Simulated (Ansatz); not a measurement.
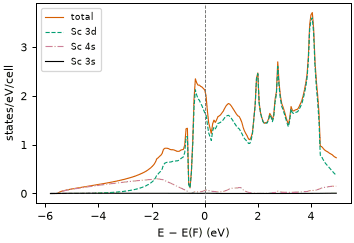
Figure: Total and projected density of states of Sc (fcc (Cu type), Fm-3m), r²SCAN+D4 in the plane-wave PAW code Ansatz

Problem. Which orbitals carry the states next to the Fermi level?

Solution. Within 0.5 eV of the Fermi level: Sc 3d 87 %, outside the projected shells 11 %. Projections are on Löwdin-orthogonalised atomic valence shells; empty p or d shells of many metals are not among them.

Problem. Where is the tallest occupied peak in this window, and what makes it?

Solution. Near -0.3 eV, about 2.4 states/eV per cell; the largest projected share is Sc 3d.

The workflow started from an entry of the Crystallography Open Database (COD), which files this formula under 2 space groups. It is not the phase usual at ambient conditions (space group No. 194). The cell was relaxed with r²SCAN+D4 under the symmetry of its start; whether a distortion lowers the energy is not shown. The run is not spin-polarised. The pairwise dispersion correction was not fitted to metals.

Potentials: the later of the program's two PAW sets.
